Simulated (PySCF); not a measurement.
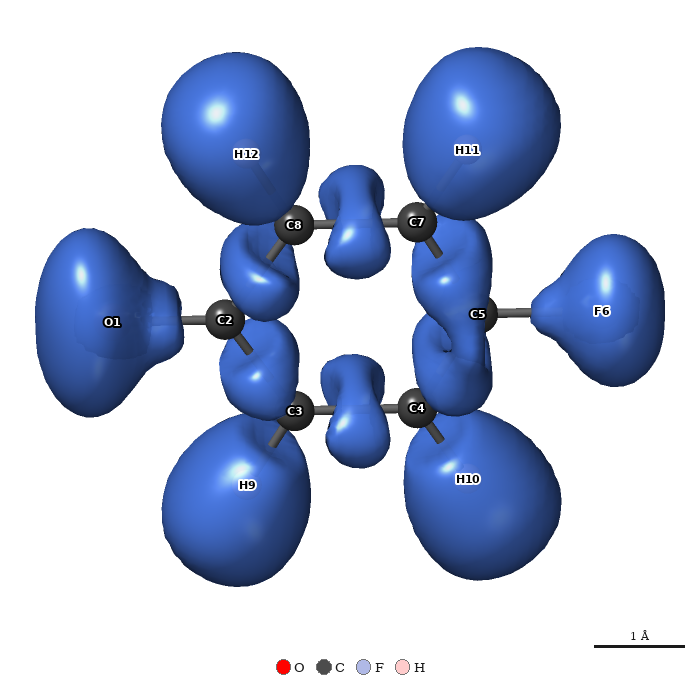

The picture shows: C6H4FO (SMILES [O-]c1ccc(F)cc1) (charge −1). Isosurface of the electron localisation function at 0.75 (blue), seen at a tilt. Core shells and regions of very low density are left out.

Geometry: GFN2-xTB.

Level of theory: PySCF, PBE0/def2-SVPD, SCF density, gas phase.

```xyz
12

O    -2.7006   -0.3329    0.0108
C    -1.4517   -0.1793    0.0056
C    -0.5331   -1.2804   -0.0011
C     0.8301   -1.1112   -0.0086
C     1.3576    0.1677   -0.0100
F     2.7385    0.3373   -0.0186
C     0.5349    1.2799   -0.0033
C    -0.8285    1.1122    0.0047
H    -0.9487   -2.2814    0.0001
H     1.5002   -1.9641   -0.0126
H     0.9781    2.2700   -0.0041
H    -1.4756    1.9816    0.0111
```

> Where are the electrons localised?

The surface consists of four regions between bonded C–C atoms (shared pairs), four regions around hydrogen nuclei, one region on C in which the atom's valence shell and bonds are merged, one region on F in which the atom's valence shell and bonds are merged and one region on O in which the atom's valence shell and bonds are merged. Along the contacts the grid gives the following. C–O (1.26 Å): the ELF peaks at about 0.85 between the atoms; a short, strongly polar bond. C–C (1.37 Å): the ELF peaks at about 0.95 between the atoms; localised, covalent bonding.
